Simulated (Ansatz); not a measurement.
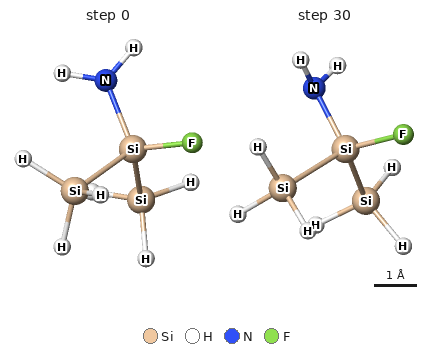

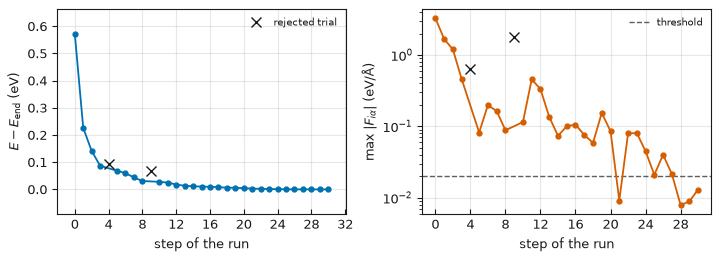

First and last geometry of a relaxation of Si3NH8F, with the history of the run. Style: ball-and-stick. Shown from a free direction.

The run prepares the start of a later molecular dynamics calculation, from a guessed geometry.

Method: Ansatz 0.2.0, RKS LDA/STO-3G. (no spin polarisation; force threshold 0.02 eV/Å; at most 40 steps)

Read the history and describe the run.

It converged. The atom that moves furthest after the best rigid fit is an H atom (1.27 Å). Largest moves by element: H 1.27 Å, N 0.31 Å, F 0.27 Å, Si 0.21 Å. Among the contacts that change: N–Si 1.820 → 1.750 Å, F–Si 1.589 → 1.654 Å, Si–Si 2.218 → 2.260 Å, H–N 1.060 → 1.045 Å. Bond angles that change, for instance: H–N–H 120.0° → 107.2°, Si–Si–Si 109.5° → 114.5°, Si–N–H 120.0° → 115.7°. Groups turn about Si–Si by about 55°, Si–Si by about 30°. The energy falls by 0.573 eV in 28 accepted moves (30 points after the start). The largest force component goes from 3.3 to 0.013 eV/Å. The line search rejected the trial steps at points 4, 9 of the run. The forces were under the threshold at step 21, but the run went on from there.

```tsv
step	E − E(0), eV	largest force component, eV/Å	note
0	0.0000	3.2966	
1	-0.3467	1.6800	
2	-0.4316	1.1995	
3	-0.4860	0.4622	
4	-0.4781	0.6326	rejected
5	-0.5041	0.0821	
6	-0.5133	0.1992	
7	-0.5289	0.1640	
8	-0.5420	0.0884	
9	-0.5049	1.8072	rejected
10	-0.5450	0.1151	
11	-0.5479	0.4578	
12	-0.5549	0.3325	
13	-0.5594	0.1364	
14	-0.5612	0.0739	
15	-0.5625	0.1004	
16	-0.5633	0.1063	
17	-0.5645	0.0758	
18	-0.5666	0.0589	
19	-0.5668	0.1546	
21	-0.5698	0.0092	
22	-0.5708	0.0798	
23	-0.5714	0.0808	
24	-0.5720	0.0449	
25	-0.5724	0.0211	
26	-0.5726	0.0400	
27	-0.5727	0.0216	
28	-0.5728	0.0079	
29	-0.5729	0.0089	
30	-0.5729	0.0131
```

Limits of the set-up: STO-3G is a minimal basis, so the numbers are rough.
